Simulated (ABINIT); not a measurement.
# WS2 (Tungstenite): G0W0 with ABINIT, start to end, part 2 of 3

Aim: the G0W0 gap of WS2 (Tungstenite) on LDA, step by step.

ABINIT 10.8.3; LDA and many-body steps on it, plane waves. Known limits of the many-body steps: not at the basis limit; no spin-orbit coupling; coarse k mesh.

So far. Step 2 (Ground state): The gap is indirect, with the least direct gap 0.91 eV higher.

### 3. Bands along the symmetry lines

Level of this step: DFT, LDA, plane waves, norm-conserving pseudopotentials (ABINIT).

Levels along a band path, at the cheap level, show where the edges lie and whether the meshes to come will hold them.

The input, run.abi:

```
acell 3*1.0 Angstrom
rprim 
  3.153199999992 0.000000000002 0.000000000000
  -1.576599999998 2.730751303206 0.000000000000
  0.000000000000 0.000000000000 12.323000000000
ntypat 2
znucl 74 16
natom 6
typat 1 1 2 2 2 2
xred 
  0.333333333333 0.666666666667 0.250000000000
  0.666666666667 0.333333333333 0.750000000000
  0.333333333333 0.666666666667 0.622500000000
  0.666666666667 0.333333333333 0.122500000000
  0.333333333333 0.666666666667 0.877500000000
  0.666666666667 0.333333333333 0.377500000000
pp_dirpath "pseudos"
pseudos "W.upf, S.upf"
ecut 29
iscf -2
irdden 1
kptopt 0
nkpt 75
kpt 
  0.00000000 0.00000000 0.00000000
  0.06250000 0.00000000 0.00000000
  0.12500000 0.00000000 0.00000000
  0.18750000 0.00000000 0.00000000
  0.25000000 0.00000000 0.00000000
  0.31250000 0.00000000 0.00000000
  0.37500000 0.00000000 0.00000000
  0.43750000 0.00000000 0.00000000
  0.50000000 0.00000000 0.00000000
  0.47916667 0.04166667 0.00000000
  0.45833333 0.08333333 0.00000000
  0.43750000 0.12500000 0.00000000
  0.41666666 0.16666666 0.00000000
  0.39583333 0.20833333 0.00000000
  0.37500000 0.25000000 0.00000000
  0.35416666 0.29166666 0.00000000
  0.33333333 0.33333333 0.00000000
  0.29166666 0.29166666 0.00000000
  0.25000000 0.25000000 0.00000000
  0.20833333 0.20833333 0.00000000
  0.16666666 0.16666666 0.00000000
  0.12500000 0.12500000 0.00000000
  0.08333333 0.08333333 0.00000000
  0.04166667 0.04166667 0.00000000
  0.00000000 0.00000000 0.00000000
  0.00000000 0.00000000 0.06250000
  0.00000000 0.00000000 0.12500000
  0.00000000 0.00000000 0.18750000
  0.00000000 0.00000000 0.25000000
  0.00000000 0.00000000 0.31250000
  0.00000000 0.00000000 0.37500000
  0.00000000 0.00000000 0.43750000
  0.00000000 0.00000000 0.50000000
  0.06250000 0.00000000 0.50000000
  0.12500000 0.00000000 0.50000000
  0.18750000 0.00000000 0.50000000
  0.25000000 0.00000000 0.50000000
  0.31250000 0.00000000 0.50000000
  0.37500000 0.00000000 0.50000000
  0.43750000 0.00000000 0.50000000
  0.50000000 0.00000000 0.50000000
  0.47916667 0.04166667 0.50000000
  0.45833333 0.08333333 0.50000000
  0.43750000 0.12500000 0.50000000
  0.41666666 0.16666666 0.50000000
  0.39583333 0.20833333 0.50000000
  0.37500000 0.25000000 0.50000000
  0.35416666 0.29166666 0.50000000
  0.33333333 0.33333333 0.50000000
  0.29166666 0.29166666 0.50000000
  0.25000000 0.25000000 0.50000000
  0.20833333 0.20833333 0.50000000
  0.16666666 0.16666666 0.50000000
  0.12500000 0.12500000 0.50000000
  0.08333333 0.08333333 0.50000000
  0.04166667 0.04166667 0.50000000
  0.00000000 0.00000000 0.50000000
  0.50000000 0.00000000 0.50000000
  0.50000000 0.00000000 0.43750000
  0.50000000 0.00000000 0.37500000
  0.50000000 0.00000000 0.31250000
  0.50000000 0.00000000 0.25000000
  0.50000000 0.00000000 0.18750000
  0.50000000 0.00000000 0.12500000
  0.50000000 0.00000000 0.06250000
  0.50000000 -0.00000000 0.00000000
  0.33333333 0.33333333 0.50000000
  0.33333333 0.33333333 0.43750000
  0.33333333 0.33333333 0.37500000
  0.33333333 0.33333333 0.31250000
  0.33333333 0.33333333 0.25000000
  0.33333333 0.33333333 0.18750000
  0.33333333 0.33333333 0.12500000
  0.33333333 0.33333333 0.06250000
  0.33333333 0.33333333 0.00000000
istwfk *1
nband 38
nbdbuf 7
tolwfr 1e-07
nstep 50
prtwf 0
prtvol 0
indata_prefix "in"
outdata_prefix "out"
tmpdata_prefix "tmp"
```

Run with:

```sh
> OMP_NUM_THREADS=1 mpirun -n 4 abinit run.abi > log
```

Numbers of over 12 decimals in the logs are rounded to 6 here.

The log of the run:

```text
.Version 10.8.3 of ABINIT. v10.8.2 released Aug 2026.

 Symmetries : space group P6_3/m m c (#194); Bravais hP (primitive hexag.)
[... echo of the input left out ...]
== DATASET  1 ==================================================================
-   mpi_nproc: 4, omp_nthreads: 1 (-1 if OMP is not activated)

--- !DatasetInfo
iteration_state: {dtset: 1, }
dimensions: {natom: 6, nkpt: 75, mband: 38, nsppol: 1, nspinor: 1, nspden: 1, mpw: 5384, }
cutoff_energies: {ecut:  29.0, pawecutdg:  -1.0, }
electrons: {nelect:   5.20000000E+01, charge:   0.00000000E+00, occopt:   1.00000000E+00, tsmear:   1.00000000E-02, }

 Real(R)+Recip(G) space primitive vectors, cartesian coordinates (Bohr,Bohr^-1):
 R(1)=  5.9586844  0.0000000  0.0000000  G(1)=  0.1678223  0.0968922  0.0000000
 R(2)= -2.9793422  5.1603721  0.0000000  G(2)=  0.0000000  0.1937845  0.0000000
 R(3)=  0.0000000  0.0000000 23.2870950  G(3)=  0.0000000  0.0000000  0.0429422
 Unit cell volume ucvol=  7.1605555E+02 bohr^3
 Angles (23,13,12)=  9.00000000E+01  9.00000000E+01  1.20000000E+02 degrees

 getcut: wavevector=  0.0000  0.0000  0.0000  ngfft=  30  30 120
         ecut(hartree)=     29.000   => boxcut(ratio)=   2.07840

--- Pseudopotential description ------------------------------------------------
- W Generated using ONCVPSP code by D. R. Hamann
- 74.00000  14.00000  180309                  znucl, zion, pspdat
12 -1012 3 -1 1380                            pspcod,pspxc,lmax,lloc,mmax
     nproj     2     2     2     2
  pspatm : epsatm=   11.27607432
         --- l  ekb(1:nproj) -->
             0   13.067706    1.861453
             1    9.142164    1.419943
             2    4.508223    0.515609
[...]
pspatm: atomic psp has been read  and splines computed

- S Generated using ONCVPSP code by D. R. Hamann
- 16.00000   6.00000  180309                  znucl, zion, pspdat
12 -1012 2 -1 1132                            pspcod,pspxc,lmax,lloc,mmax
     nproj     2     2     2     0
  pspatm : epsatm=    8.64647033
         --- l  ekb(1:nproj) -->
[...]
pspatm: atomic psp has been read  and splines computed

--------------------------------------------------------------------------------

================================================================================
 prteigrs : about to open file out_EIG
 Non-SCF case, kpt    1 (  0.00000  0.00000  0.00000), residuals and eigenvalues=
  7.87E-08  8.70E-08  2.18E-08  3.22E-08  2.93E-08  5.53E-08  1.77E-08  4.06E-08
  4.35E-08  2.74E-08  7.30E-08  2.61E-08  2.79E-08  3.80E-08  9.38E-08  2.68E-08
  3.71E-08  1.85E-08  8.31E-08  5.42E-08  3.64E-08  3.92E-08  8.44E-08  4.99E-08
[...]
4.95E-08  7.02E-08  6.52E-07  1.56E-07  1.20E-04  2.61E-04
 -2.3986E+00 -2.3986E+00 -1.0852E+00 -1.0851E+00 -1.0779E+00 -1.0779E+00
 -1.0779E+00 -1.0779E+00 -2.2980E-01 -2.2105E-01 -1.7277E-01 -1.5605E-01
[...]
5.6926E-01  6.2029E-01
 Non-SCF case, kpt   75 (  0.33333  0.33333  0.00000), residuals and eigenvalues=
[...]
5.6896E-01  6.2154E-01

--- !ResultsGS
iteration_state: {dtset: 1, }
comment   : Summary of ground state results
lattice_vectors:
- [  5.9586844,   0.0000000,   0.0000000, ]
- [ -2.9793422,   5.1603721,   0.0000000, ]
- [  0.0000000,   0.0000000,  23.2870950, ]
lattice_lengths: [   5.95868,    5.95868,   23.28710, ]
lattice_angles: [ 90.000,  90.000, 120.000, ] # degrees, (23, 13, 12)
lattice_volume:   7.1605555E+02
convergence: {deltae:  0.000E+00, res2:  0.000E+00, residm:  9.982E-08, diffor:  0.000E+00, }
etotal    :  -1.96285045E+02
entropy   :   0.00000000E+00
fermie    :   3.42603166E-01
cartesian_stress_tensor: null
pressure_GPa: null
xred      :
- [  3.3333E-01,   6.6667E-01,   2.5000E-01,  W]
- [  6.6667E-01,   3.3333E-01,   7.5000E-01,  W]
- [  3.3333E-01,   6.6667E-01,   6.2250E-01,  S]
- [  6.6667E-01,   3.3333E-01,   1.2250E-01,  S]
- [  3.3333E-01,   6.6667E-01,   8.7750E-01,  S]
- [  6.6667E-01,   3.3333E-01,   3.7750E-01,  S]
cartesian_forces: null
force_length_stats: {min: null, max: null, mean: null, }

 Integrated electronic density in atomic spheres:
 ------------------------------------------------
 Atom  Sphere_radius  Integrated_density
[...]
================================================================================

 ----iterations are completed or convergence reached----

 Mean square residual over all n,k,spin=   50.304E-09; max=  99.822E-09
 reduced coordinates (array xred) for    6 atoms
[...]
0.333333333333      0.666666666667      0.877500000000
       0.666666666667      0.333333333333      0.377500000000

 cartesian coordinates (angstrom) at end:
    1     -1.33e-12     1.820501     3.080750
    2      1.576600     0.910250     9.242250
    3     -1.33e-12     1.820501     7.671068
    4      1.576600     0.910250     1.509567
    5     -1.33e-12     1.820501    10.813432
    6      1.576600     0.910250     4.651933
 length scales=  1.889726125908  1.889726125908  1.889726125908 bohr
              =  1.000000000000  1.000000000000  1.000000000000 angstroms
 prteigrs : about to open file out_EIG
 Eigenvalues (hartree) for nkpt=  75  k points:
 kpt#   1, nband= 38, wtk=  1.00000, kpt=  0.0000  0.0000  0.0000 (reduced coord)
[...]
kpt#   2, nband= 38, wtk=  1.00000, kpt=  0.0625  0.0000  0.0000 (reduced coord)
[...]
kpt#   3, nband= 38, wtk=  1.00000, kpt=  0.1250  0.0000  0.0000 (reduced coord)
[...]
kpt#  74, nband= 38, wtk=  1.00000, kpt=  0.3333  0.3333  0.0625 (reduced coord)
[...]
0.52399    0.52399    0.54772    0.56926    0.56926    0.62029
 kpt#  75, nband= 38, wtk=  1.00000, kpt=  0.3333  0.3333  0.0000 (reduced coord)
[...]
0.14681    0.15653    0.17722    0.17722    0.19091    0.19091    0.23632    0.23632
   0.31438    0.32242    0.38904    0.38904    0.41374    0.46135    0.46344    0.46344
   0.52426    0.52426    0.54687    0.56896    0.56896    0.62154

== END DATASET(S) ==============================================================
================================================================================

 -outvars: echo values of variables after computation  --------
            nband          38
             nkpt          75
          spgroup         194
 [... the other variables as echoed above ...]

 Calculation completed.
```

The job ended after 61 s (4 MPI ranks of Arm Neoverse V2, shared host; peak memory 0.51 GiB; 4.1 min of CPU time).

This step gave:

* gap: 0.9078 eV
* k of the valence top: 0, 0, 0
* k of the conduction bottom: 0.1667, 0.1667, 0
* least direct gap: 1.813 eV

The gap is 0.908 eV, as in the run before at this level.

Electronic bands along the path, in eV, zero at the top of the highest filled band:

| point | band 23 | band 24 | band 25 | band 26 | band 27 | band 28 | band 29 | band 30 |
| --- | --- | --- | --- | --- | --- | --- | --- | --- |
| Γ | -2.18 | -1.46 | -1.28 | 0.00 | 2.29 | 2.29 | 2.31 | 2.31 |
| M | -1.93 | -1.72 | -1.70 | -1.52 | 2.28 | 2.32 | 2.53 | 2.87 |
| K | -2.89 | -2.89 | -0.77 | -0.55 | 1.26 | 1.26 | 1.94 | 3.23 |
| Γ | -2.18 | -1.46 | -1.28 | 0.00 | 2.29 | 2.29 | 2.31 | 2.31 |
| A | -2.21 | -2.21 | -0.32 | -0.32 | 2.29 | 2.29 | 2.29 | 2.29 |
| L | -1.82 | -1.82 | -1.59 | -1.59 | 2.30 | 2.30 | 2.73 | 2.73 |
| H | -3.08 | -3.08 | -0.67 | -0.67 | 1.26 | 1.26 | 2.49 | 2.49 |
| A | -2.21 | -2.21 | -0.32 | -0.32 | 2.29 | 2.29 | 2.29 | 2.29 |
| jump to L | -1.82 | -1.82 | -1.59 | -1.59 | 2.30 | 2.30 | 2.73 | 2.73 |
| M | -1.93 | -1.72 | -1.70 | -1.52 | 2.28 | 2.32 | 2.53 | 2.87 |
| jump to H | -3.08 | -3.08 | -0.67 | -0.67 | 1.26 | 1.26 | 2.49 | 2.49 |
| K | -2.89 | -2.89 | -0.77 | -0.55 | 1.26 | 1.26 | 1.94 | 3.23 |

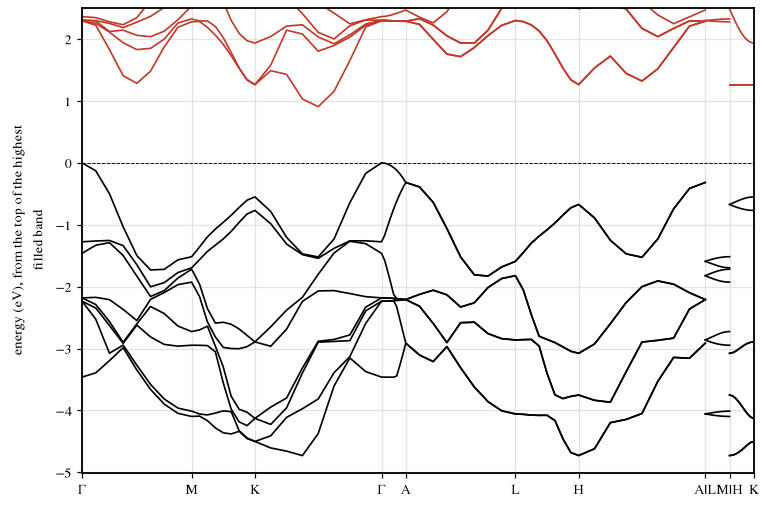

Electronic bands along the path; lines of filled and empty bands in two colours.

### 4. Empty states on the mesh, 3×3×1 mesh, 429 bands

The sums over transitions need many empty states on a uniform mesh; this step solves for them.

The input, run.abi:

```
acell 3*1.0 Angstrom
rprim 
  3.153199999992 0.000000000002 0.000000000000
  -1.576599999998 2.730751303206 0.000000000000
  0.000000000000 0.000000000000 12.323000000000
ntypat 2
znucl 74 16
natom 6
typat 1 1 2 2 2 2
xred 
  0.333333333333 0.666666666667 0.250000000000
  0.666666666667 0.333333333333 0.750000000000
  0.333333333333 0.666666666667 0.622500000000
  0.666666666667 0.333333333333 0.122500000000
  0.333333333333 0.666666666667 0.877500000000
  0.666666666667 0.333333333333 0.377500000000
pp_dirpath "pseudos"
pseudos "W.upf, S.upf"
ecut 29
ngkpt 3 3 1
nshiftk 1
shiftk 0 0 0
kptopt 1
chksymbreak 0
iscf -2
irdden 1
istwfk *1
nband 429
nbdbuf 38
tolwfr 1e-09
nstep 60
prtvol 0
indata_prefix "in"
outdata_prefix "out"
tmpdata_prefix "tmp"
```

Run with:

```sh
> OMP_NUM_THREADS=1 mpirun -n 3 abinit run.abi > log
```

The log of the run:

```text
.Version 10.8.3 of ABINIT. v10.8.2 released Aug 2026.

 Symmetries : space group P6_3/m m c (#194); Bravais hP (primitive hexag.)
[... echo of the input left out ...]
== DATASET  1 ==================================================================
-   mpi_nproc: 3, omp_nthreads: 1 (-1 if OMP is not activated)

--- !DatasetInfo
iteration_state: {dtset: 1, }
dimensions: {natom: 6, nkpt: 3, mband: 429, nsppol: 1, nspinor: 1, nspden: 1, mpw: 5373, }
cutoff_energies: {ecut:  29.0, pawecutdg:  -1.0, }
electrons: {nelect:   5.20000000E+01, charge:   0.00000000E+00, occopt:   1.00000000E+00, tsmear:   1.00000000E-02, }

 Real(R)+Recip(G) space primitive vectors, cartesian coordinates (Bohr,Bohr^-1):
 R(1)=  5.9586844  0.0000000  0.0000000  G(1)=  0.1678223  0.0968922  0.0000000
 R(2)= -2.9793422  5.1603721  0.0000000  G(2)=  0.0000000  0.1937845  0.0000000
 R(3)=  0.0000000  0.0000000 23.2870950  G(3)=  0.0000000  0.0000000  0.0429422
 Unit cell volume ucvol=  7.1605555E+02 bohr^3
 Angles (23,13,12)=  9.00000000E+01  9.00000000E+01  1.20000000E+02 degrees

 getcut: wavevector=  0.0000  0.0000  0.0000  ngfft=  30  30 120
         ecut(hartree)=     29.000   => boxcut(ratio)=   2.07840

--- Pseudopotential description ------------------------------------------------
- W Generated using ONCVPSP code by D. R. Hamann
- 74.00000  14.00000  180309                  znucl, zion, pspdat
12 -1012 3 -1 1380                            pspcod,pspxc,lmax,lloc,mmax
     nproj     2     2     2     2
  pspatm : epsatm=   11.27607432
         --- l  ekb(1:nproj) -->
             0   13.067706    1.861453
             1    9.142164    1.419943
             2    4.508223    0.515609
[...]
pspatm: atomic psp has been read  and splines computed

- S Generated using ONCVPSP code by D. R. Hamann
- 16.00000   6.00000  180309                  znucl, zion, pspdat
12 -1012 2 -1 1132                            pspcod,pspxc,lmax,lloc,mmax
     nproj     2     2     2     0
  pspatm : epsatm=    8.64647033
         --- l  ekb(1:nproj) -->
[...]
pspatm: atomic psp has been read  and splines computed

--------------------------------------------------------------------------------

================================================================================
 prteigrs : about to open file out_EIG
 Non-SCF case, kpt    1 (  0.00000  0.00000  0.00000), residuals and eigenvalues=
  1.71E-10  1.33E-10  9.47E-10  3.73E-10  3.91E-10  9.79E-10  3.66E-10  7.45E-10
  1.54E-10  1.53E-10  6.48E-10  8.68E-11  1.83E-10  1.33E-10  7.60E-11  1.08E-10
  2.29E-10  7.09E-11  2.09E-10  8.92E-11  1.62E-10  9.31E-11  1.70E-10  1.25E-10
[...]
3.58E-04  3.59E-04  8.12E-04  8.56E-04  9.31E-04
 -2.3986E+00 -2.3986E+00 -1.0852E+00 -1.0851E+00 -1.0779E+00 -1.0779E+00
 -1.0779E+00 -1.0779E+00 -2.2980E-01 -2.2105E-01 -1.7277E-01 -1.5605E-01
  6.1255E-02  1.0127E-01  1.9981E-01  2.1492E-01  2.1492E-01  2.1542E-01
[...]
5.0111E+00  5.0111E+00  5.0112E+00  5.0112E+00  5.0174E+00  5.0177E+00
  5.0250E+00  5.0300E+00  5.0303E+00  5.0467E+00  5.0520E+00  5.0632E+00
[...]
prteigrs : prtvol=0 or 1, do not print more k-points.

--- !ResultsGS
iteration_state: {dtset: 1, }
comment   : Summary of ground state results
lattice_vectors:
- [  5.9586844,   0.0000000,   0.0000000, ]
- [ -2.9793422,   5.1603721,   0.0000000, ]
- [  0.0000000,   0.0000000,  23.2870950, ]
lattice_lengths: [   5.95868,    5.95868,   23.28710, ]
lattice_angles: [ 90.000,  90.000, 120.000, ] # degrees, (23, 13, 12)
lattice_volume:   7.1605555E+02
convergence: {deltae:  0.000E+00, res2:  0.000E+00, residm:  9.988E-10, diffor:  0.000E+00, }
etotal    :  -1.96285045E+02
entropy   :   0.00000000E+00
fermie    :   3.42603166E-01
cartesian_stress_tensor: null
pressure_GPa: null
xred      :
- [  3.3333E-01,   6.6667E-01,   2.5000E-01,  W]
- [  6.6667E-01,   3.3333E-01,   7.5000E-01,  W]
- [  3.3333E-01,   6.6667E-01,   6.2250E-01,  S]
- [  6.6667E-01,   3.3333E-01,   1.2250E-01,  S]
- [  3.3333E-01,   6.6667E-01,   8.7750E-01,  S]
- [  6.6667E-01,   3.3333E-01,   3.7750E-01,  S]
cartesian_forces: null
force_length_stats: {min: null, max: null, mean: null, }

 Integrated electronic density in atomic spheres:
 ------------------------------------------------
 Atom  Sphere_radius  Integrated_density
[...]
================================================================================

 ----iterations are completed or convergence reached----

 Mean square residual over all n,k,spin=   33.788E-11; max=  99.882E-11
 reduced coordinates (array xred) for    6 atoms
[...]
0.333333333333      0.666666666667      0.877500000000
       0.666666666667      0.333333333333      0.377500000000

 cartesian coordinates (angstrom) at end:
    1     -1.33e-12     1.820501     3.080750
    2      1.576600     0.910250     9.242250
    3     -1.33e-12     1.820501     7.671068
    4      1.576600     0.910250     1.509567
    5     -1.33e-12     1.820501    10.813432
    6      1.576600     0.910250     4.651933
 length scales=  1.889726125908  1.889726125908  1.889726125908 bohr
              =  1.000000000000  1.000000000000  1.000000000000 angstroms
 prteigrs : about to open file out_EIG
 Eigenvalues (hartree) for nkpt=   3  k points:
 kpt#   1, nband=429, wtk=  0.11111, kpt=  0.0000  0.0000  0.0000 (reduced coord)
[...]
4.96510    4.97524    4.97524    4.98794    4.98795    4.99207    5.01112    5.01114
   5.01116    5.01124    5.01745    5.01769    5.02504    5.03005    5.03030    5.04675
   5.05198    5.06316    5.06654    5.07837    5.09102
 prteigrs : prtvol=0 or 1, do not print more k-points.

== END DATASET(S) ==============================================================
================================================================================

 -outvars: echo values of variables after computation  --------
            nband         429
             nkpt           3
          spgroup         194
 [... the other variables as echoed above ...]

 Calculation completed.
```

Elapsed: 2.5 min, on 3 MPI ranks; peak memory 0.36 GiB.

Numbers from this step:

```yaml
gap: 1.264 eV
k_of_the_valence_top: 0, 0, 0
k_of_the_conduction_bottom: 0.3333, 0.3333, 0
least_direct_gap: 1.813 eV
k_points_computed: 3
lowest_point_of_the_top_converged_band_above_the_valence_top: 116.9543 eV
```

On this mesh the gap is 1.264 eV. The earlier step found 0.908 eV, so this mesh misses an edge.

[end of part 2 of 3]

[Paths, hosts, dates, memory and timing lines, banners, echoed tables and standing remarks are left out of the program output.]

[Logs are printed without paths, hosts, clocks, repeated set-up lines and the standing remarks that a program may print on its own settings, such as how far it seeks lower states.]

[Runs of the session that timed out or met a known fault of the program may be left out.]

[Hosts, paths, dates, database ids (printed as entryN), source tags and the programs' standing remarks are cut or masked in the printed files.]

[G0W0 gaps are taken among the corrected bands and points alone; a level outside them can change the order at an edge.]

[Where Ansatz stands beside ABINIT at settings called matched, ABINIT's density can come from a denser mesh and the files from another edition; pairs whose starting gaps differed by over 0.03 eV were left out, so agreement reads better than it is.]
